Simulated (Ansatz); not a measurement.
**C₂H₆AlCl: a spread of methods and bases**

How do the results and run time of C₂H₆AlCl respond when the settings are drawn wide?

Method: the settings change from run to run; program: Ansatz 0.2.0, Gaussian basis.

**1. The relaxed structure**

The geometry comes from an earlier relaxation with PBE0-D4 in a triple-zeta def2 set; it is a stationary point, not always the lowest conformer.

10 atoms, charge 0, spin multiplicity 1.

Atoms are counted from 1 here; the program's logs count them from 0.

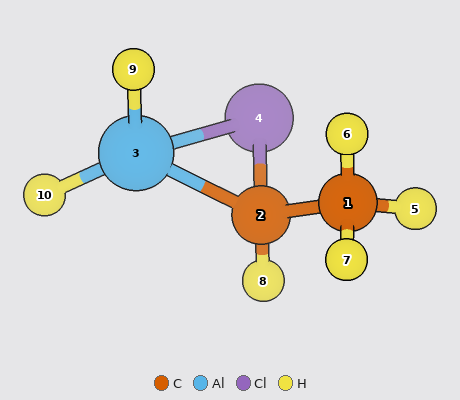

The structure; carbon orange, aluminium blue, chlorine purple, hydrogen yellow; atoms are numbered from 1 in the order of the file.

**2. MP2/6-31G**

Set apart from the defaults: the search for lower states set to light.

File in.yaml:

```yaml
crystal:
  periodic: [false, false, false]
  atoms:
    - {symbol: C, position_ang: [-1.061326, 0.911502, 0.117644]}
    - {symbol: C, position_ang: [0.055922, 0.158219, -0.540888]}
    - {symbol: Al, position_ang: [1.411982, -0.911443, 0.402058]}
    - {symbol: Cl, position_ang: [-0.496486, -1.621132, -0.895588]}
    - {symbol: H, position_ang: [-1.958556, 0.981294, -0.503761]}
    - {symbol: H, position_ang: [-1.335023, 0.475662, 1.080313]}
    - {symbol: H, position_ang: [-0.705484, 1.930346, 0.305461]}
    - {symbol: H, position_ang: [0.291765, 0.534138, -1.535590]}
    - {symbol: H, position_ang: [1.135112, -1.213443, 1.932080]}
    - {symbol: H, position_ang: [2.745096, -1.296346, -0.358829]}
basis:
  gaussian: {orbitals: 6-31G}
hamiltonian: {xc: {name: HF}}
correlation: {method: mp2}
scf: {lower_state_search: light}
output: {forces: true}
```

Command:

```sh
ansatz run in.yaml --threads 2 --pin off --events-out ev --progress --plain --max-ram 4352MiB
```

Standard output (excerpt; [...] marks lines left out):

```text
Functional definition: HF
  name "HF"
  cite "Fock, Z. Phys. 61, 126 (1930) doi:10.1007/BF01340294"
  parent pbe
[...]
724 factors; integrals over basis functions are off by at most 1.9e-4 eV
[...]
mean field -21238.95917311 eV, -780.5173533283 hartree, gradient 1.4e-6 eV, S^2 0.000000; 0 other end points of the search recorded, 0 dependent functions left out
12 core orbitals not correlated: weight in the atoms' cores, before any rotation towards them, 1.000 or more for the frozen orbitals, at most 0.000 for the correlated occupied ones
reference -21238.95917311 eV, -780.5173533283 hartree; 12, 12 occupied and 32, 32 virtual orbitals, 724 factors
second order -7.07389086 eV of doubles, -0.00000000 eV of singles
[...]
Total energy: -21246.03306397 eV, -780.7773140225 hartree
Atom 0 at    -1.061326     0.911502     0.117644 Å, force    -0.196720     0.458954     0.276991 eV/Å
Atom 1 at     0.055922     0.158219    -0.540888 Å, force     0.401484     1.184217    -0.259063 eV/Å
Atom 2 at     1.411982    -0.911443     0.402058 Å, force     1.077940     0.336874     0.711586 eV/Å
Atom 3 at    -0.496486    -1.621132    -0.895588 Å, force    -1.378612    -2.095891    -0.928111 eV/Å
Atom 4 at    -1.958556     0.981294    -0.503761 Å, force    -0.184933    -0.024028    -0.108901 eV/Å
Atom 5 at    -1.335023     0.475662     1.080313 Å, force    -0.104177    -0.098592     0.177297 eV/Å
Atom 6 at    -0.705484     1.930346     0.305461 Å, force     0.046714     0.210216     0.057933 eV/Å
Atom 7 at     0.291765     0.534138    -1.535590 Å, force     0.145404     0.207466    -0.066651 eV/Å
Atom 8 at     1.135112    -1.213443     1.932080 Å, force    -0.065250    -0.076811     0.294437 eV/Å
Atom 9 at     2.745096    -1.296346    -0.358829 Å, force     0.258151    -0.102405    -0.155518 eV/Å
Dipole moment:    -0.061078     0.417020    -0.013206 e Å
```

Wall time 1 s (2 threads of Arm Neoverse V1, shared host).

Largest force 2.675 eV/Å, dipole 2.03 D.

**3. wPBEh/def2-TZVPD**

Options: charge +1, multiplicity 2, finite nuclei.

Edit in.yaml of step 2 so:

```diff
@@ -14,6 +14,6 @@
 basis:
-  gaussian: {orbitals: 6-31G}
-hamiltonian: {xc: {name: HF}}
-correlation: {method: mp2}
-scf: {lower_state_search: light}
+  gaussian: {orbitals: def2-TZVPD, nuclear_model: gaussian}
+total_charge: 1
+magnetization: {spin_polarized: true, initial_magnetization: 1}
+hamiltonian: {xc: {name: wPBEh}}
 output: {forces: true}
```

Launched as before.

Standard output (excerpt; [...] marks lines left out):

```text
Functional definition: wPBEh
  name "wPBEh"
  cite "Heyd, Scuseria & Ernzerhof, J. Chem. Phys. 118, 8207 (2003) doi:10.1063/1.1564060"
  cite "Krukau, Vydrov, Izmaylov & Scuseria, J. Chem. Phys. 125, 224106 (2006) doi:10.1063/1.2404663"
  cite "Heyd & Scuseria, J. Chem. Phys. 120, 7274 (2004) doi:10.1063/1.1668634"
  cite "Ernzerhof & Perdew, J. Chem. Phys. 109, 3313 (1998) doi:10.1063/1.476928"
  cite "Perdew, Burke & Ernzerhof, Phys. Rev. Lett. 77, 3865 (1996) doi:10.1103/PhysRevLett.77.3865"
  parent pbe
[...]
1256 factors; their error is unknown
179 factors; integrals over basis functions are off by at most 1.1e-6 eV
[...]
mean field -21274.03207329 eV, -781.8062586364 hartree, gradient 1.1e-5 eV, S^2 0.755138; 3 other end points of the search recorded, 0 dependent functions left out
[...]
Atom 0 at    -1.061326     0.911502     0.117644 Å, force     1.665058     0.015358     1.124522 eV/Å
Atom 1 at     0.055922     0.158219    -0.540888 Å, force    -4.788171     0.176296    -2.311251 eV/Å
Atom 2 at     1.411982    -0.911443     0.402058 Å, force     2.017373    -1.982927     1.625466 eV/Å
Atom 3 at    -0.496486    -1.621132    -0.895588 Å, force     0.727241     1.107121     0.459843 eV/Å
Atom 4 at    -1.958556     0.981294    -0.503761 Å, force     0.019771    -0.223603    -0.416290 eV/Å
Atom 5 at    -1.335023     0.475662     1.080313 Å, force    -0.192832    -0.043970    -0.014349 eV/Å
Atom 6 at    -0.705484     1.930346     0.305461 Å, force    -0.087087     0.081234    -0.065726 eV/Å
Atom 7 at     0.291765     0.534138    -1.535590 Å, force     1.076854     0.111145     0.104368 eV/Å
Atom 8 at     1.135112    -1.213443     1.932080 Å, force    -0.260319     0.358126    -0.213142 eV/Å
Atom 9 at     2.745096    -1.296346    -0.358829 Å, force    -0.177888     0.401221    -0.293441 eV/Å
Dipole moment:    -0.016119     0.554794    -0.026295 e Å
```

It took 26 s on 2 threads of Arm Neoverse V1, shared host; peak memory 0.78 GiB.

Largest force 5.320 eV/Å, ⟨S²⟩ 0.755.

**4. B2GP-PLYP/def2-mTZVP**

Set apart from the defaults: density fitting with cc-pVTZ-jkfit, a grid of angular degree 47, the search for lower states set to light.

Edit in.yaml of step 3 so:

```diff
@@ -14,6 +14,4 @@
 basis:
-  gaussian: {orbitals: def2-TZVPD, nuclear_model: gaussian}
-total_charge: 1
-magnetization: {spin_polarized: true, initial_magnetization: 1}
-hamiltonian: {xc: {name: wPBEh}}
-output: {forces: true}
+  gaussian: {orbitals: def2-mTZVP, fitting: {mean_field: cc-pVTZ-jkfit}, final_grid: {core_spheres: 20, valence_spheres: 16, degree: 47}}
+hamiltonian: {xc: {name: B2GP-PLYP}}
+scf: {lower_state_search: light}
```

The command is unchanged.

Standard output (excerpt; [...] marks lines left out):

```text
Functional definition: B2GP-PLYP
  name "B2GP-PLYP"
  cite "Karton, Tarnopolsky, Lamère, Schatz & Martin, J. Phys. Chem. A 112, 12868 (2008) doi:10.1021/jp801805p"
  cite "Becke, Phys. Rev. A 38, 3098 (1988) doi:10.1103/PhysRevA.38.3098"
  cite "Lee, Yang & Parr, Phys. Rev. B 37, 785 (1988) doi:10.1103/PhysRevB.37.785"
[...]
580 factors; integrals over basis functions are off by at most 2.3e-1 eV
[...]
mean field -21273.30641951 eV, -781.7795913520 hartree, gradient 1.9e-6 eV, S^2 0.000000; 0 other end points of the search recorded, 0 dependent functions left out
12 core orbitals not correlated: weight in the atoms' cores, before any rotation towards them, 1.000 or more for the frozen orbitals, at most 0.000 for the correlated occupied ones
reference -21273.30655407 eV, -781.7795962970 hartree; 12, 12 occupied and 76, 76 virtual orbitals, 580 factors
second order -14.80578531 eV of doubles, -0.00000000 eV of singles
Total energy: -21278.63663678 eV, -781.9754732238 hartree
```

Run time: 3.9 s. Hardware: 2 threads of Arm Neoverse V1, shared host.

**5. B97/cc-pVDZ**

Set apart from the defaults: charge -1, multiplicity 2.

Edit in.yaml of step 4 so:

```diff
@@ -14,4 +14,5 @@
 basis:
-  gaussian: {orbitals: def2-mTZVP, fitting: {mean_field: cc-pVTZ-jkfit}, final_grid: {core_spheres: 20, valence_spheres: 16, degree: 47}}
-hamiltonian: {xc: {name: B2GP-PLYP}}
-scf: {lower_state_search: light}
+  gaussian: {orbitals: cc-pVDZ}
+total_charge: -1
+magnetization: {spin_polarized: true, initial_magnetization: 1}
+hamiltonian: {xc: {name: B97}}
```

The command is unchanged.

Standard output (excerpt; [...] marks lines left out):

```text
Functional definition: B97
  name "B97"
  cite "Becke, J. Chem. Phys. 107, 8554 (1997) doi:10.1063/1.475007"
[...]
      + integral(e_c_pw_opposite_spin*poly(b97_u_opposite, cos0, cos1, cos2))
895 factors; integrals over basis functions are off by at most 1.1e-3 eV
[...]
mean field -21286.95128523 eV, -782.2810309184 hartree, gradient 1.8e-5 eV, S^2 0.753007; 3 other end points of the search recorded, 0 dependent functions left out
reference -21286.95132169 eV, -782.2810322581 hartree; 25, 24 occupied and 69, 70 virtual orbitals, 895 factors
Total energy: -21286.95132169 eV, -782.2810322581 hartree
```

Wall time 12 s (2 threads of Arm Neoverse V1, shared host); peak memory 0.35 GiB.

⟨S²⟩ 0.753.

**6. revPBE/STO-3G**

Options: D3(BJ) with three-body dispersion, relativity set to none.

Edit in.yaml of step 5 so:

```diff
@@ -14,5 +14,4 @@
 basis:
-  gaussian: {orbitals: cc-pVDZ}
-total_charge: -1
-magnetization: {spin_polarized: true, initial_magnetization: 1}
-hamiltonian: {xc: {name: B97}}
+  gaussian: {orbitals: STO-3G}
+hamiltonian: {xc: {name: revPBE}, dispersion: d3bjatm, pseudopotentials: {relativity: none}}
+output: {forces: true}
```

Launched as before.

Standard output (excerpt; [...] marks lines left out):

```text
Functional definition: revPBE
  name "revPBE"
  cite "Zhang & Yang, Phys. Rev. Lett. 80, 890 (1998) doi:10.1103/PhysRevLett.80.890"
  cite "Perdew, Burke & Ernzerhof, Phys. Rev. Lett. 77, 3865 (1996) doi:10.1103/PhysRevLett.77.3865"
[...]
415 factors; integrals over basis functions are off by at most 4.7e-5 eV
[...]
mean field -21045.80043291 eV, -773.4189005534 hartree, gradient 3.9e-5 eV, S^2 0.000000; 0 other end points of the search recorded, 0 dependent functions left out
[...]
reference -21045.80046165 eV, -773.4189016098 hartree; 24, 24 occupied and 10, 10 virtual orbitals, 415 factors
Total energy: -21046.32629312 eV, -773.4382255599 hartree
Atom 0 at    -1.061326     0.911502     0.117644 Å, force    -0.500837     0.497665     0.280751 eV/Å
Atom 1 at     0.055922     0.158219    -0.540888 Å, force     1.886994    -0.422231     0.743343 eV/Å
Atom 2 at     1.411982    -0.911443     0.402058 Å, force     0.597705    -0.110938     0.551264 eV/Å
Atom 3 at    -0.496486    -1.621132    -0.895588 Å, force    -0.475963    -1.406354    -0.298793 eV/Å
Atom 4 at    -1.958556     0.981294    -0.503761 Å, force    -0.568455     0.060066    -0.349092 eV/Å
Atom 5 at    -1.335023     0.475662     1.080313 Å, force    -0.201483    -0.278371     0.568034 eV/Å
Atom 6 at    -0.705484     1.930346     0.305461 Å, force     0.157749     0.622744     0.116159 eV/Å
Atom 7 at     0.291765     0.534138    -1.535590 Å, force     0.111764     0.481289    -0.838511 eV/Å
Atom 8 at     1.135112    -1.213443     1.932080 Å, force     0.189419     0.230011    -1.354678 eV/Å
Atom 9 at     2.745096    -1.296346    -0.358829 Å, force    -1.196893     0.326118     0.581522 eV/Å
Dipole moment:     0.054964     0.339204     0.047304 e Å
```

Run time: 0.85 s. Hardware: 2 threads of Arm Neoverse V1, shared host.

Largest force 2.072 eV/Å, dipole 1.67 D.

**7. HF/def2-TZVP**

Edit in.yaml of step 6 so:

```diff
@@ -14,4 +14,3 @@
 basis:
-  gaussian: {orbitals: STO-3G}
-hamiltonian: {xc: {name: revPBE}, dispersion: d3bjatm, pseudopotentials: {relativity: none}}
-output: {forces: true}
+  gaussian: {orbitals: def2-TZVP}
+hamiltonian: {xc: {name: HF}}
```

Launched as before.

Standard output:

```text
Functional definition: HF
  name "HF"
  cite "Fock, Z. Phys. 61, 126 (1930) doi:10.1007/BF01340294"
  parent pbe
  exchange = exact_x
  correlation = 0
1369 factors; their error is unknown
mean field evaluation 1: about -21241.0254 eV, gradient 2.6e1 eV
mean field evaluation 2: about -21242.8869 eV, gradient 1.0e1 eV
mean field evaluation 4: about -21243.2205 eV, gradient 7.7e-1 eV
mean field evaluation 8: about -21243.4548 eV, gradient 4.3e-1 eV
mean field -21243.45500762 eV, -780.6825721992 hartree, gradient 1.5e-5 eV, S^2 0.000000; 0 other end points of the search recorded, 0 dependent functions left out
reference -21243.45500762 eV, -780.6825721992 hartree; 24, 24 occupied and 148, 148 virtual orbitals, 1369 factors
Total energy: -21243.45500762 eV, -780.6825721992 hartree
```

Wall time 1.1 s (2 threads of Arm Neoverse V1, shared host); peak memory 0.28 GiB.

**8. revPBE/cc-pVTZ-DK**

This run has D3(BJ) dispersion.

Edit in.yaml of step 7 so:

```diff
@@ -14,3 +14,3 @@
 basis:
-  gaussian: {orbitals: def2-TZVP}
-hamiltonian: {xc: {name: HF}}
+  gaussian: {orbitals: cc-pVTZ-DK}
+hamiltonian: {xc: {name: revPBE}, dispersion: d3bj}
```

Same command.

Standard output:

```text
Functional definition: revPBE
  name "revPBE"
  cite "Zhang & Yang, Phys. Rev. Lett. 80, 890 (1998) doi:10.1103/PhysRevLett.80.890"
  cite "Perdew, Burke & Ernzerhof, Phys. Rev. Lett. 77, 3865 (1996) doi:10.1103/PhysRevLett.77.3865"
  parameter kappa = 1.245
  parameter beta = 0.06672455060314922
  exchange = pbe_x(kappa = kappa, mu = beta*pi^2/3)
  correlation = pbe_c(beta = beta)
1238 factors; their error is unknown
mean field evaluation 1: about -21328.0582 eV, gradient 7.0e1 eV
mean field evaluation 2: about -21297.8364 eV, gradient 1.2e2 eV
mean field evaluation 4: about -21339.6962 eV, gradient 1.0e1 eV
mean field evaluation 8: about -21339.9591 eV, gradient 1.9e-1 eV
mean field evaluation 16: about -21339.9303 eV, gradient 2.8e-4 eV
mean field -21339.93034851 eV, -784.2279755836 hartree, gradient 5.7e-5 eV, S^2 0.000000; 0 other end points of the search recorded, 0 dependent functions left out
reference -21339.93040785 eV, -784.2279777640 hartree; 24, 24 occupied and 188, 188 virtual orbitals, 1238 factors
Total energy: -21340.45649242 eV, -784.2473110154 hartree
Relativity: scalar
```

Run time: 3.3 s. Hardware: 2 threads of Arm Neoverse V1, shared host; peak memory 0.25 GiB.

**9. PBE-QIDH/x2c-TZVPPall**

Edit in.yaml of step 8 so:

```diff
@@ -14,3 +14,4 @@
 basis:
-  gaussian: {orbitals: cc-pVTZ-DK}
-hamiltonian: {xc: {name: revPBE}, dispersion: d3bj}
+  gaussian: {orbitals: x2c-TZVPPall}
+hamiltonian: {xc: {name: PBE-QIDH}}
+output: {forces: true}
```

Same command.

Standard output (excerpt; [...] marks lines left out):

```text
Functional definition: PBE-QIDH
  name "PBE-QIDH"
  cite "Brémond, Sancho-García, Pérez-Jiménez & Adamo, J. Chem. Phys. 141, 031101 (2014) doi:10.1063/1.4890314"
  cite "Perdew, Burke & Ernzerhof, Phys. Rev. Lett. 77, 3865 (1996) doi:10.1103/PhysRevLett.77.3865"
[...]
1329 factors; integrals over basis functions are off by at most 1.2e-3 eV
[...]
mean field -21322.50730434 eV, -783.5876905199 hartree, gradient 6.6e-6 eV, S^2 0.000000; 0 other end points of the search recorded, 0 dependent functions left out
12 core orbitals not correlated: weight in the atoms' cores, before any rotation towards them, 1.000 or more for the frozen orbitals, at most 0.000 for the correlated occupied ones
reference -21322.50731847 eV, -783.5876910390 hartree; 12, 12 occupied and 206, 206 virtual orbitals, 1329 factors
second order -19.23126112 eV of doubles, -0.00000000 eV of singles
[...]
Relativity: scalar
Atom 0 at    -1.061326     0.911502     0.117644 Å, force    -0.117085     0.068070     0.053154 eV/Å
Atom 1 at     0.055922     0.158219    -0.540888 Å, force     0.044257    -0.069781    -0.131001 eV/Å
Atom 2 at     1.411982    -0.911443     0.402058 Å, force     0.005941    -0.027014     0.012546 eV/Å
Atom 3 at    -0.496486    -1.621132    -0.895588 Å, force     0.037872     0.187704     0.052623 eV/Å
Atom 4 at    -1.958556     0.981294    -0.503761 Å, force     0.168581    -0.028132     0.108955 eV/Å
Atom 5 at    -1.335023     0.475662     1.080313 Å, force     0.053535     0.060823    -0.175059 eV/Å
Atom 6 at    -0.705484     1.930346     0.305461 Å, force    -0.051306    -0.184517    -0.038758 eV/Å
Atom 7 at     0.291765     0.534138    -1.535590 Å, force    -0.056950    -0.071994     0.178610 eV/Å
Atom 8 at     1.135112    -1.213443     1.932080 Å, force     0.026921     0.028855    -0.128941 eV/Å
Atom 9 at     2.745096    -1.296346    -0.358829 Å, force    -0.111766     0.035987     0.067871 eV/Å
Dipole moment:    -0.157759     0.377825    -0.079988 e Å
```

Wall time 23 s (2 threads of Arm Neoverse V1, shared host); peak memory 0.72 GiB.

Largest force 0.203 eV/Å, dipole 2.00 D.

**10. r2SCAN/6-31++G****

Options: a grid of angular degree 23, D3(BJ) dispersion.

Edit in.yaml of step 9 so:

```diff
@@ -14,4 +14,3 @@
 basis:
-  gaussian: {orbitals: x2c-TZVPPall}
-hamiltonian: {xc: {name: PBE-QIDH}}
-output: {forces: true}
+  gaussian: {orbitals: "6-31++G**", final_grid: {core_spheres: 8, valence_spheres: 7, degree: 23}}
+hamiltonian: {xc: {name: r2SCAN}, dispersion: d3bj}
```

Same command.

Standard output (excerpt; [...] marks lines left out):

```text
Warning: the engine holds no damping parameters fitted to this dispersion correction and functional, so the run takes those fitted to r2scan beside the three-body term, which d3bj leaves out (hamiltonian.dispersion, under Limitations)
Functional definition: r2SCAN
  name "r2SCAN"
  cite "Furness, Kaplan, Ning, Perdew & Sun, J. Phys. Chem. Lett. 11, 8208 (2020) doi:10.1021/acs.jpclett.0c02405"
  cite "Furness, Kaplan, Ning, Perdew & Sun, J. Phys. Chem. Lett. 11, 9248 (2020) doi:10.1021/acs.jpclett.0c03077"
  parent r2scan
[...]
1231 factors; their error is unknown
[...]
mean field -21287.58249764 eV, -782.3042275468 hartree, gradient 3.6e-5 eV, S^2 0.000000; 0 other end points of the search recorded, 0 dependent functions left out
reference -21287.58253091 eV, -782.3042287691 hartree; 24, 24 occupied and 96, 96 virtual orbitals, 1231 factors
Total energy: -21287.64176032 eV, -782.3064054099 hartree
```

Run time: 2.2 s. Hardware: 2 threads of Arm Neoverse V1, shared host.

**11. The runs in one table**

| level | charge | multiplicity | geometry | functions | energy (eV) | time |
| --- | --- | --- | --- | --- | --- | --- |
| MP2/6-31G | 0 | 1 | relaxed | 56 | -21246.033 | 1 s |
| wPBEh/def2-TZVPD | 1 | 2 | relaxed | 217 | -21274.032 | 26 s |
| B2GP-PLYP/def2-mTZVP | 0 | 1 | relaxed | 100 | -21278.637 | 3.9 s |
| B97/cc-pVDZ | -1 | 2 | relaxed | 94 | -21286.951 | 12 s |
| revPBE/STO-3G | 0 | 1 | relaxed | 34 | -21046.326 | 0.85 s |
| HF/def2-TZVP | 0 | 1 | relaxed | 172 | -21243.455 | 1.1 s |
| revPBE/cc-pVTZ-DK | 0 | 1 | relaxed | 212 | -21340.456 | 3.3 s |
| PBE-QIDH/x2c-TZVPPall | 0 | 1 | relaxed | 230 | -21328.918 | 23 s |
| r2SCAN/6-31++G** | 0 | 1 | relaxed | 120 | -21287.642 | 2.2 s |

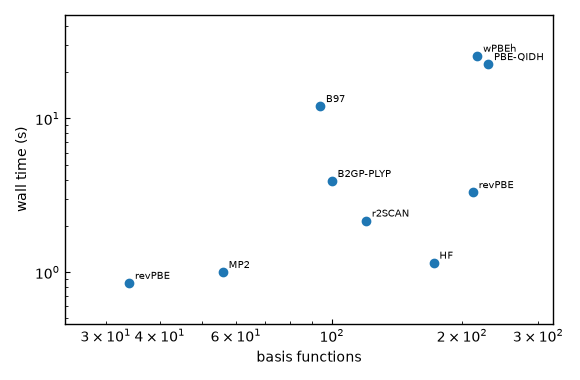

Wall time against the number of basis functions (shared host).

**12. What came out**

| quantity | value |
| --- | --- |
| runs | 9 |
| quickest | revPBE/STO-3G, 0.85 s |
| slowest | wPBEh/def2-TZVPD, 26 s |
| spread of total energies, same state and geometry | 294.1 eV |
| dipole, same state and geometry | 1.67 to 2.03 D |

In words: Run time spans a factor of 30, from revPBE/STO-3G to wPBEh/def2-TZVPD. The jobs differ in tasks and options as well as level. The totals spread over 294 eV; they can't be compared across methods or bases. Some of these runs are scalar-relativistic and others not, which shifts the totals of all-electron atoms past neon by eV; core potentials, where a basis has them, take the core out of the total altogether. At the PBE0-D4/def2-TZVP geometry and in the same state, runs without warnings or point charges leave forces up to 2.67 eV/Å (MP2/6-31G). At that geometry and state the dipole changes by 22 % between the lowest and highest value.
